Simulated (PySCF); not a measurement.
Run report: Si₅NH₁₃O, geometry relaxation (part 1 of 2)

Si₅NH₁₃O, computed with PBE0-D3(BJ)/def2-SVP geometry optimisation, gas phase (PySCF 2.14.0).

It belongs to a series of runs on one base structure; here: H on Si replaced by N(SiH3)2.

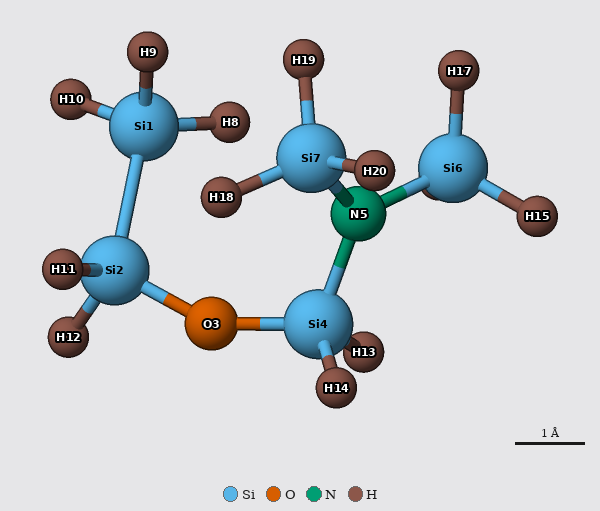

Fig. 1: The input geometry (ball-and-stick view, seen at a tilt; atoms are numbered from 1 in the order of the input). Bond lengths as drawn: H–Si 1.45 to 1.50 Å, N–Si 1.73 to 1.75 Å, O–Si 1.56 to 1.65 Å and Si–Si 2.32 Å.

**Input file**
```
{"job": {"xc": "PBE0", "basis": "def2-SVP", "d3": "d3bj", "grid": 1, "shake": 0.01, "kind": "geom"}, "charge": 0, "multiplicity": 1}
Si     2.358540    -0.627000     0.993340
Si     2.205500     1.293740    -0.305880
O      0.860260     1.250850    -1.254070
Si    -0.515360     0.634230    -1.657020
N     -1.260100    -0.170580    -0.288800
Si    -1.910890    -1.762340    -0.468640
Si    -1.532400     0.746470     1.176590
H      1.785280    -1.800290     0.363800
H      1.690660    -0.464980     2.322440
H      3.737870    -0.940610     1.295650
H      2.073650     2.558030     0.449130
H      3.284700     1.485570    -1.289970
H     -0.327130    -0.353620    -2.697320
H     -1.371200     1.771860    -2.078730
H     -3.130020    -1.719620    -1.281900
H     -0.906280    -2.587400    -1.125360
H     -2.205870    -2.271870     0.864870
H     -0.646370     1.901940     1.212160
H     -1.281020    -0.147270     2.312810
H     -2.960820     1.218280     1.208800
```

The first line tells a small driver script what to run in PySCF; the rest is the geometry in Å.

Run on 1 CPU thread, shared host.

Run as:
```bash
OMP_NUM_THREADS=1 python <driver script> task.json out
```

**Log**
```
step   0  E = -1584.06118233  max force = 0.058407
step   1  E = -1584.07642286  max force = 0.008880
step   2  E = -1584.07728382  max force = 0.004938
step   3  E = -1584.07772424  max force = 0.003883
step   4  E = -1584.07798547  max force = 0.002633
step   5  E = -1584.07823402  max force = 0.002582
step   6  E = -1584.07843099  max force = 0.002422
step   7  E = -1584.07856839  max force = 0.002341
step   8  E = -1584.07870985  max force = 0.002100
step   9  E = -1584.07878204  max force = 0.001807
step  10  E = -1584.07891413  max force = 0.001449
step  11  E = -1584.07906582  max force = 0.001933
step  12  E = -1584.07919745  max force = 0.003625
step  13  E = -1584.07937846  max force = 0.002746
step  14  E = -1584.07945287  max force = 0.001967
step  15  E = -1584.07948736  max force = 0.000690
step  16  E = -1584.07949788  max force = 0.000327
optimisation converged
```

**Trajectory as extended XYZ (Å, eV, eV/Å), 17 frames, from step=0 to step=16**
```
20
Properties=species:S:1:pos:R:3:forces:R:3 step=0 energy=-43104.50031
Si    2.3585   -0.6270    0.9933   -0.3901   0.4200   0.6874
Si    2.2055    1.2937   -0.3059   -0.0003   0.5151  -0.3040
O     0.8603    1.2509   -1.2541    2.3659   1.0837   0.5847
Si   -0.5154    0.6342   -1.6570   -3.0034  -0.6206  -0.1153
N    -1.2601   -0.1706   -0.2888    0.4944   0.6396  -0.0681
Si   -1.9109   -1.7623   -0.4686    0.0787   0.2702  -0.0985
Si   -1.5324    0.7465    1.1766   -0.9224  -0.4024  -0.3915
H     1.7853   -1.8003    0.3638   -0.4150  -0.6116  -0.5636
H     1.6907   -0.4650    2.3224   -0.1259   0.1289  -0.0521
H     3.7379   -0.9406    1.2956    1.0175  -0.1238   0.1303
H     2.0737    2.5580    0.4491    0.1948   0.1182   0.4736
H     3.2847    1.4856   -1.2900    0.5986  -0.1565  -0.0108
H    -0.3271   -0.3536   -2.6973   -0.0767  -0.6431  -0.6969
H    -1.3712    1.7719   -2.0787   -0.1539   0.0267  -0.2021
H    -3.1300   -1.7196   -1.2819   -0.5188  -0.1712  -0.2949
H    -0.9063   -2.5874   -1.1254    0.3992  -0.5660  -0.3485
H    -2.2059   -2.2719    0.8649   -0.2184  -0.3283   0.6078
H    -0.6464    1.9019    1.2122    0.4594   0.5483   0.0076
H    -1.2810   -0.1473    2.3128    0.0696  -0.1706   0.4888
H    -2.9608    1.2183    1.2088    0.1468   0.0434   0.1661
20
Properties=species:S:1:pos:R:3:forces:R:3 step=1 energy=-43104.91503
Si    2.3464   -0.5962    0.9926    0.0010  -0.0594   0.0145
Si    2.2569    1.3517   -0.3185   -0.0070  -0.0816   0.0382
O     0.8996    1.3236   -1.2745   -0.4566  -0.0928  -0.2841
Si   -0.5757    0.6651   -1.6850    0.4560   0.1455   0.2354
N    -1.2705   -0.1546   -0.3043   -0.0770  -0.0205   0.0234
Si   -1.8769   -1.7968   -0.4780   -0.0556  -0.0864  -0.0783
Si   -1.5852    0.7297    1.1836    0.0002   0.0784   0.0924
H     1.7379   -1.7511    0.2559    0.0396   0.0288   0.0118
H     1.5985   -0.3986    2.2728   -0.0217  -0.0256   0.0003
H     3.7714   -0.9250    1.3198   -0.0390  -0.0078   0.0170
H     2.2234    2.5507    0.5773    0.0062   0.0022  -0.0664
H     3.4747    1.4356   -1.1848   -0.0760   0.0214  -0.0100
H    -0.4329   -0.3584   -2.7616    0.0391   0.0136   0.0278
H    -1.4374    1.7833   -2.1577    0.0362   0.0317   0.0378
H    -3.1383   -1.8515   -1.2863    0.0480   0.0255   0.0212
H    -0.8699   -2.6695   -1.1516    0.0356   0.0375   0.0157
H    -2.1820   -2.3314    0.8828    0.0250   0.0376   0.0159
H    -0.6885    1.9248    1.1966   -0.0128   0.0005  -0.0022
H    -1.2981   -0.1282    2.3706    0.0354  -0.0241  -0.0329
H    -3.0023    1.1995    1.3059    0.0234  -0.0245  -0.0773
20
Properties=species:S:1:pos:R:3:forces:R:3 step=2 energy=-43104.93846
Si    2.2524   -0.6296    0.9705   -0.0029  -0.0065   0.0129
Si    2.2433    1.3300   -0.3364    0.0107  -0.0917   0.0892
O     0.8920    1.3456   -1.2980   -0.2243   0.0570  -0.2234
Si   -0.5827    0.6959   -1.6788    0.2539   0.0282   0.1421
N    -1.2450   -0.1297   -0.2874   -0.0684   0.0110  -0.0052
Si   -1.7854   -1.7945   -0.4556    0.0223  -0.0533  -0.0062
Si   -1.5763    0.7543    1.1967   -0.0264   0.0133   0.0249
H     1.6300   -1.7600    0.2125    0.0329   0.0019  -0.0108
H     1.4804   -0.4246    2.2356   -0.0086  -0.0098  -0.0142
H     3.6561   -1.0070    1.3286   -0.0074   0.0012   0.0197
H     2.2351    2.5341    0.5494    0.0235   0.0121  -0.0128
H     3.4590    1.3866   -1.2027   -0.0132  -0.0023  -0.0173
H    -0.4402   -0.3272   -2.7538   -0.0188  -0.0038  -0.0109
H    -1.4497    1.8159   -2.1356    0.0059   0.0182   0.0315
H    -3.0395   -1.9021   -1.2645    0.0094   0.0091  -0.0002
H    -0.7321   -2.6172   -1.1205    0.0037   0.0037   0.0069
H    -2.0625   -2.3248    0.9126    0.0037   0.0040   0.0058
H    -0.7309    1.9859    1.1941    0.0015   0.0012  -0.0046
H    -1.2416   -0.0901    2.3805    0.0065   0.0048  -0.0097
H    -3.0112    1.1613    1.3082   -0.0038   0.0016  -0.0179
20
Properties=species:S:1:pos:R:3:forces:R:3 step=3 energy=-43104.95044
Si    2.1990   -0.7286    0.8775   -0.0030   0.0589   0.0056
Si    2.2386    1.2938   -0.3401    0.0380  -0.0814   0.1038
O     0.8923    1.3837   -1.3075    0.1585   0.1997  -0.0531
Si   -0.5780    0.7361   -1.6485   -0.1646  -0.1219  -0.0194
N    -1.2334   -0.0812   -0.2487    0.0102   0.0068  -0.0251
Si   -1.6525   -1.7848   -0.3759    0.0599   0.0174   0.0285
Si   -1.6603    0.8344    1.1915   -0.0271  -0.0241  -0.0701
H     1.6071   -1.8152    0.0398    0.0304  -0.0073  -0.0251
H     1.3816   -0.5889    2.1221   -0.0203   0.0061  -0.0057
H     3.5835   -1.1372    1.2690    0.0211   0.0206   0.0174
H     2.2502    2.4679    0.5832    0.0241   0.0006   0.0332
H     3.4521    1.3684   -1.2046    0.0258  -0.0245  -0.0210
H    -0.4387   -0.2933   -2.7180   -0.0576  -0.0217  -0.0198
H    -1.4529    1.8538   -2.0950   -0.0108   0.0072   0.0160
H    -2.8605   -2.0025   -1.2271   -0.0265  -0.0090  -0.0117
H    -0.5123   -2.5450   -0.9667   -0.0430  -0.0320  -0.0108
H    -1.9411   -2.2769    1.0042   -0.0071  -0.0225  -0.0042
H    -0.9012    2.1205    1.1597    0.0107  -0.0021  -0.0039
H    -1.2998    0.0562    2.4113   -0.0040   0.0148   0.0234
H    -3.1225    1.1415    1.2292   -0.0145   0.0144   0.0419
20
Properties=species:S:1:pos:R:3:forces:R:3 step=4 energy=-43104.95755
Si    2.2026   -0.6993    0.9094   -0.0134   0.0263   0.0055
Si    2.2419    1.2953   -0.3467    0.0035  -0.0282   0.0678
O     0.8955    1.3798   -1.3187    0.1354   0.1001  -0.0374
Si   -0.5792    0.7317   -1.6555   -0.1347  -0.0667  -0.0094
N    -1.2321   -0.0967   -0.2609    0.0198  -0.0213   0.0016
Si   -1.6826   -1.7924   -0.3987    0.0288   0.0313   0.0166
Si   -1.6316    0.8117    1.1917   -0.0220  -0.0096  -0.0345
H     1.6316   -1.8070    0.0848    0.0158  -0.0197  -0.0205
H     1.3699   -0.5403    2.1419   -0.0115   0.0000  -0.0158
H     3.5875   -1.0859    1.3235    0.0107   0.0225   0.0142
H     2.2563    2.4825    0.5608    0.0252  -0.0017   0.0177
H     3.4600    1.3516   -1.2078    0.0034  -0.0241  -0.0202
H    -0.4636   -0.2888   -2.7373   -0.0195  -0.0012  -0.0074
H    -1.4535    1.8590   -2.0794   -0.0090   0.0030   0.0052
H    -2.9096   -1.9769   -1.2320   -0.0139  -0.0070  -0.0047
H    -0.5733   -2.5746   -1.0179   -0.0079  -0.0113  -0.0069
H    -1.9607   -2.2966    0.9794   -0.0012  -0.0107  -0.0033
H    -0.8516    2.0853    1.1603    0.0060   0.0018  -0.0019
H    -1.2679    0.0210    2.4030   -0.0107   0.0119   0.0121
H    -3.0882    1.1434    1.2555   -0.0047   0.0046   0.0212
20
Properties=species:S:1:pos:R:3:forces:R:3 step=5 energy=-43104.96431
Si    2.1617   -0.6940    0.9207   -0.0114  -0.0159  -0.0037
Si    2.2441    1.2768   -0.3612   -0.0326   0.0352   0.0114
O     0.9031    1.3892   -1.3449    0.1328   0.0071   0.0038
Si   -0.5829    0.7462   -1.6568   -0.1292  -0.0153  -0.0167
N    -1.2168   -0.0975   -0.2623    0.0385  -0.0391   0.0392
Si   -1.6591   -1.7958   -0.4022   -0.0209   0.0272   0.0007
Si   -1.6132    0.8089    1.1929   -0.0158   0.0097  -0.0030
H     1.6373   -1.8188    0.0868    0.0161  -0.0154   0.0016
H     1.2796   -0.5213    2.1161    0.0003  -0.0117  -0.0166
H     3.5343   -1.0584    1.3935    0.0009   0.0222   0.0122
H     2.2835    2.4719    0.5366    0.0227  -0.0064  -0.0007
H     3.4702    1.2924   -1.2145   -0.0191  -0.0199  -0.0162
H    -0.5073   -0.2630   -2.7536    0.0184   0.0205  -0.0006
H    -1.4624    1.8845   -2.0406    0.0019  -0.0060  -0.0036
H    -2.9008   -1.9797   -1.2155   -0.0015  -0.0020   0.0060
H    -0.5634   -2.5760   -1.0469    0.0105   0.0094  -0.0065
H    -1.9131   -2.3128    0.9760    0.0056   0.0006  -0.0007
H    -0.8417    2.0877    1.1477    0.0005   0.0022  -0.0003
H    -1.2308    0.0307    2.4069   -0.0201   0.0032  -0.0024
H    -3.0712    1.1319    1.2766    0.0024  -0.0055  -0.0040
20
Properties=species:S:1:pos:R:3:forces:R:3 step=6 energy=-43104.96967
Si    2.1711   -0.7197    0.9106   -0.0102  -0.0355  -0.0114
Si    2.2567    1.2442   -0.3733   -0.0650   0.0975  -0.0775
O     0.9190    1.3927   -1.3641    0.0636  -0.1245   0.0939
Si   -0.5845    0.7617   -1.6430   -0.0797   0.0622  -0.0215
N    -1.2140   -0.0871   -0.2482    0.0900  -0.0256   0.0295
Si   -1.6419   -1.7888   -0.3891   -0.0610   0.0041  -0.0042
Si   -1.6498    0.8321    1.1883    0.0025   0.0323   0.0040
H     1.7473   -1.8717    0.0559   -0.0038  -0.0063   0.0155
H     1.2250   -0.5786    2.0586   -0.0152  -0.0197  -0.0009
H     3.5351   -1.0145    1.4533   -0.0062   0.0185   0.0094
H     2.3227    2.4364    0.5272    0.0147  -0.0090  -0.0056
H     3.4818    1.2347   -1.2287   -0.0209  -0.0114  -0.0091
H    -0.5476   -0.2369   -2.7514    0.0429   0.0203   0.0045
H    -1.4605    1.9136   -1.9936    0.0082  -0.0067  -0.0095
H    -2.8888   -1.9797   -1.1941    0.0059   0.0003   0.0155
H    -0.5489   -2.5621   -1.0460    0.0271   0.0256  -0.0035
H    -1.8823   -2.3144    0.9884    0.0084   0.0071   0.0013
H    -0.8933    2.1200    1.1348   -0.0048  -0.0031   0.0022
H    -1.2832    0.0838    2.4255    0.0015  -0.0179  -0.0130
H    -3.1130    1.1371    1.2444    0.0020  -0.0082  -0.0194
20
Properties=species:S:1:pos:R:3:forces:R:3 step=7 energy=-43104.97341
Si    2.1338   -0.7274    0.9161    0.0002  -0.0215  -0.0071
Si    2.2566    1.2227   -0.3859   -0.0486   0.0769  -0.0773
O     0.9258    1.3942   -1.3815   -0.0069  -0.1204   0.0853
Si   -0.5897    0.7798   -1.6440    0.0057   0.0497  -0.0192
N    -1.1982   -0.0800   -0.2464    0.0627  -0.0040   0.0120
Si   -1.6152   -1.7840   -0.3855   -0.0439  -0.0172  -0.0124
Si   -1.6431    0.8375    1.1878   -0.0134   0.0298   0.0239
H     1.7522   -1.8966    0.0647   -0.0032   0.0002   0.0155
H     1.1499   -0.5838    2.0314   -0.0017  -0.0200   0.0010
H     3.4837   -0.9951    1.5066   -0.0068   0.0081   0.0091
H     2.3519    2.4194    0.5060    0.0108  -0.0064  -0.0087
H     3.4811    1.1741   -1.2410   -0.0148  -0.0051  -0.0018
H    -0.5699   -0.2064   -2.7632    0.0278   0.0168  -0.0003
H    -1.4639    1.9399   -1.9700    0.0054  -0.0042  -0.0014
H    -2.8760   -1.9850   -1.1661    0.0048   0.0046   0.0153
H    -0.5254   -2.5399   -1.0678    0.0140   0.0206  -0.0052
H    -1.8219   -2.3188    0.9939    0.0082   0.0088   0.0004
H    -0.8991    2.1325    1.1323   -0.0039  -0.0024   0.0032
H    -1.2714    0.0935    2.4260   -0.0012  -0.0124  -0.0118
H    -3.1099    1.1262    1.2418    0.0048  -0.0019  -0.0204
20
Properties=species:S:1:pos:R:3:forces:R:3 step=8 energy=-43104.97726
Si    2.1188   -0.7291    0.9377    0.0052   0.0103  -0.0050
Si    2.2638    1.1958   -0.4037   -0.0064   0.0156  -0.0431
O     0.9336    1.3805   -1.3925   -0.0904  -0.0676   0.0532
Si   -0.5967    0.7962   -1.6425    0.1080   0.0287  -0.0133
N    -1.1887   -0.0725   -0.2443    0.0067   0.0230  -0.0097
Si   -1.6055   -1.7750   -0.3940    0.0100  -0.0287  -0.0001
Si   -1.6484    0.8393    1.1892   -0.0246   0.0046   0.0129
H     1.7712   -1.9260    0.1112   -0.0023   0.0034   0.0021
H     1.1111   -0.5791    2.0305   -0.0003  -0.0053   0.0040
H     3.4594   -0.9581    1.5646   -0.0031  -0.0065   0.0049
H     2.4010    2.4041    0.4662    0.0032   0.0013  -0.0060
H     3.4769    1.0973   -1.2701    0.0039   0.0000   0.0055
H    -0.5906   -0.1725   -2.7759   -0.0084   0.0029  -0.0053
H    -1.4611    1.9692   -1.9451   -0.0004   0.0049   0.0092
H    -2.8846   -1.9749   -1.1432   -0.0029   0.0041   0.0067
H    -0.5230   -2.5062   -1.1146   -0.0057   0.0031  -0.0042
H    -1.7710   -2.3282    0.9834    0.0037   0.0005  -0.0003
H    -0.9067    2.1357    1.1501    0.0017  -0.0009   0.0025
H    -1.2915    0.0842    2.4248   -0.0015  -0.0033  -0.0050
H    -3.1167    1.1223    1.2236    0.0035   0.0098  -0.0090
```
